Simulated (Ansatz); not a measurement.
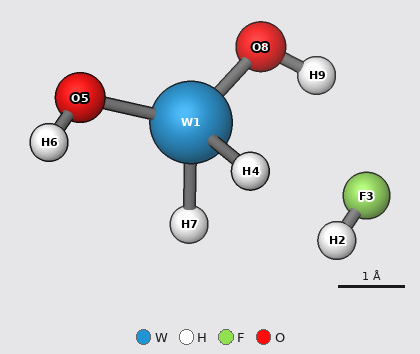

Figure 1. The input geometry (ball-and-stick view, seen at a tilt; atoms are numbered from 1 in the order of the input). Sticks mark near contacts. Bond lengths as drawn: F–H 0.94 Å, H–O 0.99 Å, H–W 1.71 Å and O–W 1.85 to 1.86 Å.

**WH$_{5}$O$_{2}$F: geometry relaxation (part 1 of 2)**

- system: WH$_{5}$O$_{2}$F
- method: RKS PBE/def2-SVP (Ansatz 0.2.0)

It belongs to a series of runs on one base structure; here: end point B relaxed. Figures and captions count atoms from 1; the log counts them from 0 in places.

**Input file**
```yaml
crystal:
  periodic: [false, false, false]
  atoms:
    - { symbol: W, position_ang: [-0.743629, 0.059366, -0.298294] }
    - { symbol: H, position_ang: [1.876504, 0.061898, 0.964397] }
    - { symbol: F, position_ang: [2.272466, 0.205151, 0.128447] }
    - { symbol: H, position_ang: [-0.25808, 1.176148, 0.902458] }
    - { symbol: O, position_ang: [-2.593699, -0.099344, -0.244463] }
    - { symbol: H, position_ang: [-3.039987, -0.195537, 0.628654] }
    - { symbol: H, position_ang: [-0.066449, -1.125173, 0.73856] }
    - { symbol: O, position_ang: [0.279364, 0.270328, -1.830317] }
    - { symbol: H, position_ang: [1.243709, 0.313264, -1.603244] }
basis:
  gaussian: { orbitals: def2-SVP }
hamiltonian:
  xc: pbe
relax:
  f_tol: 0.03
  max_steps: 50
output:
  orbitals: {}
```

Command:
```bash
ansatz run input.yaml --threads 2 --pin off --max-ram 3072MiB --backend cpu --events-out ev --progress --plain --runs-dir out
```

**The program's output**
```
The last accepted step is kept in [file] (removed where the run ends without a failure and the disk answers)
Engine: ansatz 0.2.0, x86_64-unknown-linux-gnu
Functional definition: PBE
  parameter kappa = 0.804
  parameter beta = 0.06672455060314922
  exchange = pbe_x(kappa = kappa, mu = beta*pi^2/3)
  correlation = pbe_c(beta = beta)
1031 factors; their error is unknown
mean field evaluation 1: about -8697.4075 eV, gradient 7.4e1 eV
mean field evaluation 2: about -8620.7198 eV, gradient 2.1e2 eV
mean field evaluation 4: about -8706.0154 eV, gradient 1.9e1 eV
mean field evaluation 8: about -8707.0256 eV, gradient 6.2e-1 eV
mean field evaluation 16: about -8706.9797 eV, gradient 8.4e-4 eV
mean field -8706.97972198 eV, -319.9756029800 hartree, gradient 6.9e-5 eV, S^2 0.000000; 0 other end points of the search recorded, 0 dependent functions left out
the calculation of the forces begins
reference -8706.97978073 eV, -319.9756051389 hartree; 22, 22 occupied and 77, 77 virtual orbitals, 1031 factors
relax step   1: F+E_penalty+E_count = -8706.97972198 eV  Δ(F+E_penalty+E_count) = +0.000e0 eV  max|allowed force component| = 4.894e-1 eV/Å  Δτ_max = 0.0000 Å  (32 SCF iters, accepted)
these checks for a lower state are left out or cut short: starts, cluster_reference, orbital_swaps, neighbouring_geometries, increment
1031 factors; their error is unknown
mean field -8707.02765343 eV, -319.9773644282 hartree, gradient 7.7e-6 eV, S^2 0.000000; 0 other end points of the search recorded, 0 dependent functions left out
[... from here on the field's lines of each further geometry are left out, up to the last ...]
relax step   2: F+E_penalty+E_count = -8707.02765343 eV  Δ(F+E_penalty+E_count) = -4.793e-2 eV  max|allowed force component| = 4.519e-1 eV/Å  Δτ_max = 0.1983 Å  (40 SCF iters, accepted)
relax step   3: F+E_penalty+E_count = -8707.07983537 eV  Δ(F+E_penalty+E_count) = -5.218e-2 eV  max|allowed force component| = 2.769e-1 eV/Å  Δτ_max = 0.1952 Å  (34 SCF iters, accepted)
relax step   4: F+E_penalty+E_count = -8707.12862623 eV  Δ(F+E_penalty+E_count) = -4.879e-2 eV  max|allowed force component| = 3.850e-1 eV/Å  Δτ_max = 0.1941 Å  (40 SCF iters, accepted)
relax step   5: F+E_penalty+E_count = -8707.15448623 eV  Δ(F+E_penalty+E_count) = -2.586e-2 eV  max|allowed force component| = 6.088e-1 eV/Å  Δτ_max = 0.1551 Å  (41 SCF iters, accepted)
relax step   6: F+E_penalty+E_count = -8707.19075562 eV  Δ(F+E_penalty+E_count) = -3.627e-2 eV  max|allowed force component| = 4.663e-1 eV/Å  Δτ_max = 0.0654 Å  (32 SCF iters, accepted)
relax step   7: F+E_penalty+E_count = -8707.22650874 eV  Δ(F+E_penalty+E_count) = -3.575e-2 eV  max|allowed force component| = 1.300e0 eV/Å  Δτ_max = 0.1698 Å  (37 SCF iters, accepted)
relax step   8: F+E_penalty+E_count = -8707.46020907 eV  Δ(F+E_penalty+E_count) = -2.337e-1 eV  max|allowed force component| = 1.375e0 eV/Å  Δτ_max = 0.1722 Å  (37 SCF iters, accepted)
relax step   9: F+E_penalty+E_count = -8708.02903070 eV  Δ(F+E_penalty+E_count) = -5.688e-1 eV  max|allowed force component| = 1.798e0 eV/Å  Δτ_max = 0.1949 Å  (38 SCF iters, accepted)
relax step  10: F+E_penalty+E_count = -8708.52721153 eV  Δ(F+E_penalty+E_count) = -4.982e-1 eV  max|allowed force component| = 1.321e0 eV/Å  Δτ_max = 0.1952 Å  (38 SCF iters, accepted)
relax step  11: F+E_penalty+E_count = -8708.76014881 eV  Δ(F+E_penalty+E_count) = -2.329e-1 eV  max|allowed force component| = 8.809e-1 eV/Å  Δτ_max = 0.1950 Å  (38 SCF iters, accepted)
relax step  12: F+E_penalty+E_count = -8708.85286676 eV  Δ(F+E_penalty+E_count) = -9.272e-2 eV  max|allowed force component| = 7.354e-1 eV/Å  Δτ_max = 0.2000 Å  (39 SCF iters, accepted)
relax step  13: F+E_penalty+E_count = -8708.87425963 eV  Δ(F+E_penalty+E_count) = -2.139e-2 eV  max|allowed force component| = 1.073e0 eV/Å  Δτ_max = 0.1196 Å  (40 SCF iters, accepted)
relax step  14: F+E_penalty+E_count = -8708.96990794 eV  Δ(F+E_penalty+E_count) = -9.565e-2 eV  max|allowed force component| = 8.238e-1 eV/Å  Δτ_max = 0.2000 Å  (38 SCF iters, accepted)
relax step  15: F+E_penalty+E_count = -8708.99933833 eV  Δ(F+E_penalty+E_count) = -2.943e-2 eV  max|allowed force component| = 5.164e-1 eV/Å  Δτ_max = 0.0808 Å  (32 SCF iters, accepted)
relax step  16: F+E_penalty+E_count = -8709.00587402 eV  Δ(F+E_penalty+E_count) = -6.536e-3 eV  max|allowed force component| = 3.563e-1 eV/Å  Δτ_max = 0.0985 Å  (31 SCF iters, accepted)
relax step  17: F+E_penalty+E_count = -8709.01647974 eV  Δ(F+E_penalty+E_count) = -1.061e-2 eV  max|allowed force component| = 1.068e-1 eV/Å  Δτ_max = 0.0442 Å  (32 SCF iters, accepted)
relax step  18: F+E_penalty+E_count = -8709.01664994 eV  Δ(F+E_penalty+E_count) = -1.702e-4 eV  max|allowed force component| = 3.028e-1 eV/Å  Δτ_max = 0.0764 Å  (32 SCF iters, accepted)
relax step  19: F+E_penalty+E_count = -8709.01941723 eV  Δ(F+E_penalty+E_count) = -2.767e-3 eV  max|allowed force component| = 3.491e-2 eV/Å  Δτ_max = 0.0202 Å  (33 SCF iters, accepted)
the calculation of the forces begins
reference -8709.01978831 eV, -320.0505740347 hartree; 22, 22 occupied and 77, 77 virtual orbitals, 1031 factors
relax step  20: F+E_penalty+E_count = -8709.01972254 eV  Δ(F+E_penalty+E_count) = -3.053e-4 eV  max|allowed force component| = 2.001e-2 eV/Å  Δτ_max = 0.0083 Å  (33 SCF iters, accepted)
```

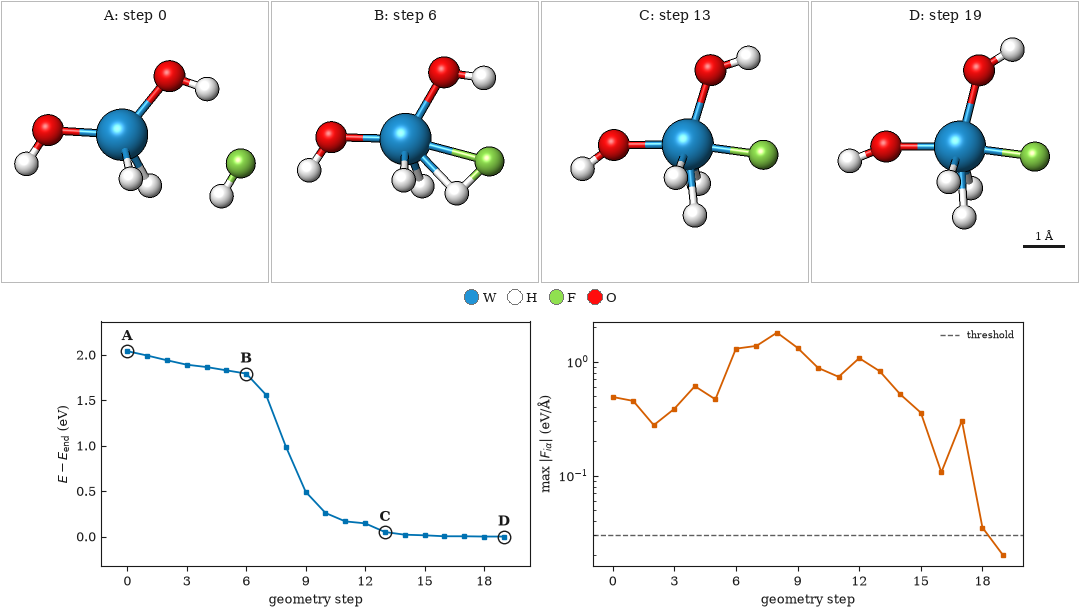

Figure 2. Frames of the relaxation (ball-and-stick view, seen at a tilt) above the curves, on which the letters mark them (the first geometry is step 0 here and step 1 in the log).

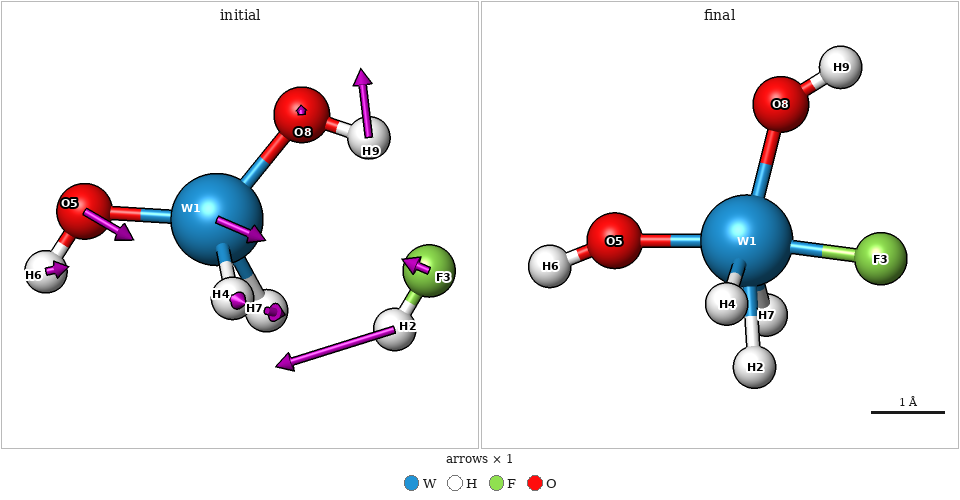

Figure 3. Before (left) and after (right) the relaxation, at one scale (ball-and-stick view, seen at a tilt). The pink arrows give the displacements, at true length. H2 moves most after the best rigid fit: 1.74 Å. Largest moves by element: H 1.74 Å, O 0.81 Å, W 0.76 Å, F 0.43 Å. Distances before and after: H2–F3 0.936 → 2.298 Å, W1–H2 2.909 → 1.737 Å, W1–F3 3.050 → 1.892 Å, W1–O8 1.854 → 1.931 Å. New bonds form: W1–F3 (3.05 → 1.89 Å), W1–H2 (2.91 → 1.74 Å). Bonds break: H2–F3 (0.94 → 2.30 Å). Among the angles that change: W1–O5–H6 119.0° → 158.6°, H4–W1–H7 85.1° → 112.6°, W1–O8–H9 110.6° → 135.2°. After 19 geometry steps the energy has fallen by 2.040 eV. Largest force component: 0.49 eV/Å at the start, 0.02 eV/Å at the end. (Atoms are counted from 1 in the order of the input.)

```
1031 factors; their error is unknown
mean field -8709.01972254 eV, -320.0505716178 hartree, gradient 2.2e-5 eV, S^2 0.000000; 1 other end points of the search recorded, 0 dependent functions left out
the calculation of the forces begins
reference -8709.01978831 eV, -320.0505740347 hartree; 22, 22 occupied and 77, 77 virtual orbitals, 1031 factors
Total energy: -8709.01978831 eV, -320.0505740347 hartree
Atom 0 at    -0.021843     0.080204    -0.066981 Å, force    -0.009818    -0.002044     0.019029 eV/Å
Atom 1 at     0.208928    -0.050326     1.649938 Å, force    -0.004324     0.000832    -0.004610 eV/Å
Atom 2 at     1.861400     0.202530     0.073087 Å, force    -0.001083     0.001735    -0.014666 eV/Å
Atom 3 at    -0.060436     1.407836     0.988484 Å, force     0.001957    -0.005407     0.000886 eV/Å
Atom 4 at    -1.858086    -0.060243     0.029523 Å, force    -0.011145    -0.002094     0.020006 eV/Å
Atom 5 at    -2.737714    -0.158156     0.429269 Å, force     0.012813     0.001736    -0.014259 eV/Å
Atom 6 at     0.141196    -1.397885     0.749599 Å, force     0.000501     0.003679     0.001864 eV/Å
Atom 7 at     0.320759     0.267844    -1.957730 Å, force     0.009263     0.002637    -0.017590 eV/Å
Atom 8 at     1.115995     0.374298    -2.508991 Å, force     0.001837    -0.001074     0.009342 eV/Å
Dipole moment:    -0.578373    -0.022320    -0.219943 e Å
```

**Trajectory as extended XYZ (Å, eV, eV/Å), 20 frames, from step=1 to step=20**
```
9
Properties=species:S:1:pos:R:3:forces:R:3 step=1 energy=-8706.97972
W    -0.7436    0.0594   -0.2983    0.2399   0.0003   0.2338
H     1.8765    0.0619    0.9644   -0.4559  -0.0914   0.3967
F     2.2725    0.2052    0.1284    0.3015   0.0904  -0.4894
H    -0.2581    1.1761    0.9025   -0.0205  -0.0158  -0.0201
O    -2.5937   -0.0993   -0.2445   -0.0886  -0.0241   0.0848
H    -3.0400   -0.1955    0.6287    0.0173   0.0130  -0.0801
H    -0.0664   -1.1252    0.7386   -0.0249   0.0234  -0.0332
O     0.2794    0.2703   -1.8303    0.0990   0.0019  -0.0792
H     1.2437    0.3133   -1.6032   -0.0678   0.0023  -0.0132
9
Properties=species:S:1:pos:R:3:forces:R:3 step=2 energy=-8707.02765
W    -0.7065    0.0598   -0.2721    0.0429   0.0176  -0.1652
H     1.6967    0.0581    0.8807    0.1747   0.0731  -0.4455
F     2.2907    0.2072    0.1310   -0.4519  -0.0936   0.4318
H    -0.2431    1.1862    0.9199    0.0653   0.0575   0.0083
O    -2.5602   -0.1033   -0.2329    0.0847   0.0048   0.1209
H    -3.0208   -0.1906    0.6325   -0.0112   0.0005  -0.0438
H    -0.0479   -1.1352    0.7518    0.1072  -0.0508   0.0061
O     0.2980    0.2655   -1.8203   -0.0826  -0.0089   0.0485
H     1.2633    0.3184   -1.6045    0.0708  -0.0001   0.0388
9
Properties=species:S:1:pos:R:3:forces:R:3 step=3 energy=-8707.07984
W    -0.6653    0.0618   -0.2683    0.1982   0.0235  -0.0765
H     1.5070    0.0490    0.8356    0.0448   0.0083  -0.0773
F     2.1939    0.1974    0.1616   -0.2769  -0.0378   0.1555
H    -0.1921    1.2022    0.9116    0.0164   0.0135  -0.0305
O    -2.5187   -0.1026   -0.2089    0.0799   0.0006   0.1196
H    -2.9791   -0.1906    0.6561   -0.0110   0.0008  -0.0392
H     0.0174   -1.1392    0.7408    0.0376  -0.0056  -0.0287
O     0.3201    0.2677   -1.8265   -0.1435  -0.0069  -0.0672
H     1.2869    0.3204   -1.6158    0.0546   0.0036   0.0445
9
Properties=species:S:1:pos:R:3:forces:R:3 step=4 energy=-8707.12863
W    -0.6001    0.0681   -0.2812    0.1587  -0.0311   0.3850
H     1.3269    0.0148    0.8994   -0.2230  -0.0263   0.0431
F     2.0065    0.1886    0.2075    0.1876   0.0499  -0.1212
H    -0.1288    1.2299    0.8821   -0.1331  -0.0334  -0.0061
O    -2.4519   -0.1029   -0.1748    0.1103   0.0107   0.0179
H    -2.9059   -0.1881    0.6931    0.0245   0.0032  -0.0318
H     0.0978   -1.1454    0.7093   -0.1739  -0.0134   0.0249
O     0.3277    0.2700   -1.8726    0.1016   0.0324  -0.2255
H     1.2980    0.3311   -1.6765   -0.0528   0.0080  -0.0863
9
Properties=species:S:1:pos:R:3:forces:R:3 step=5 energy=-8707.15449
W    -0.5295    0.0647   -0.2717   -0.2465  -0.0551   0.3663
H     1.1721    0.0088    0.8921   -0.3861  -0.0942   0.5563
F     1.9091    0.1915    0.2349    0.5526   0.1279  -0.6088
H    -0.1161    1.2478    0.8884   -0.1515  -0.0242   0.0146
O    -2.3802   -0.0990   -0.1508    0.1347   0.0192  -0.0321
H    -2.8400   -0.1803    0.7133    0.0243  -0.0013  -0.0018
H     0.1045   -1.1826    0.7195   -0.1752  -0.0174   0.0009
O     0.3372    0.2714   -1.9029    0.3383   0.0341  -0.1172
H     1.3131    0.3438   -1.7367   -0.0905   0.0108  -0.1783
9
Properties=species:S:1:pos:R:3:forces:R:3 step=6 energy=-8707.19076
W    -0.4996    0.0594   -0.2589   -0.1196  -0.0875   0.2279
H     1.1482    0.0559    0.9010   -0.2944  -0.0765   0.4663
F     1.8881    0.1742    0.1967    0.2945   0.1013  -0.4205
H    -0.1581    1.2547    0.9119   -0.0018   0.0053  -0.0164
O    -2.3480   -0.0919   -0.1409    0.0725   0.0072  -0.0607
H    -2.8110   -0.1776    0.7206    0.0136  -0.0093   0.0219
H     0.0590   -1.2293    0.7255   -0.0889   0.0368  -0.0504
O     0.3561    0.2722   -1.9053    0.2389   0.0380  -0.0210
H     1.3355    0.3486   -1.7643   -0.1148  -0.0154  -0.1471
```
